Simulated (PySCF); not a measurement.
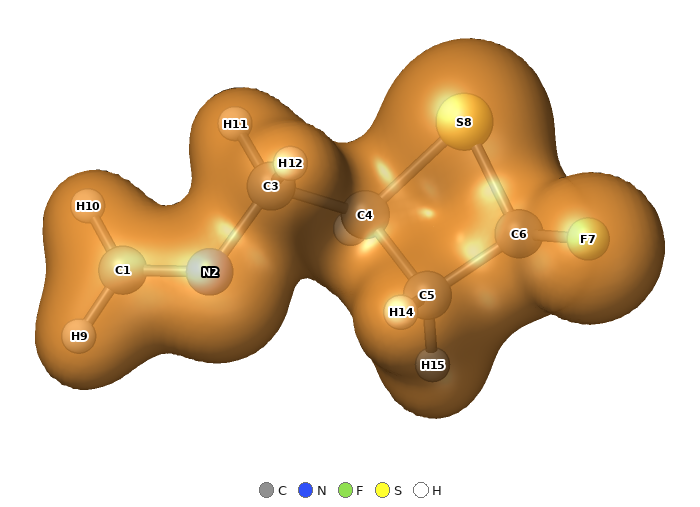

Figure 1: C5H7FNS (doublet). Isosurface of the total electron density at 0.2 e/Å³ (orange), seen at a tilt.

Geometry: GFN2-xTB.

These are results of UKS B3LYP, pcH-1 on C F H N S, non-relativistic, mean-field spin-orbit, GIAO (PySCF), not measurements.

```xyz
15

C    -2.7049    0.5545   -0.2768
N    -1.6215    0.0283    0.0568
C    -0.5297    0.8368    0.5140
C     0.6889    0.5292   -0.3440
C     1.1674   -0.9276   -0.3050
C     2.5656   -0.5372    0.0505
F     3.3485   -1.2980    0.8381
S     2.2635    1.1549    0.3933
H    -3.5046   -0.0883   -0.6131
H    -2.9072    1.6311   -0.2454
H    -0.7469    1.9177    0.4920
H    -0.3177    0.5429    1.5473
H     0.5670    0.9270   -1.3514
H     0.6548   -1.5057    0.4692
H     1.0724   -1.4698   -1.2476
```

How is the density connected at this value?

Answer. At this value the surface is in one piece. It bridges the sampled C–N (1.25 Å), C–F (1.35 Å), C–C (1.49 Å) and C–S (1.75 Å) contacts, where the density stays above the isovalue. On the grid the lowest density along these lines, outside the cores, is 2.5 e/Å³ (C–N, 1.25 Å), 1.6 e/Å³ (C–F, 1.35 Å), 1.6 e/Å³ (C–C, 1.49 Å) and 1.4 e/Å³ (C–S, 1.75 Å).
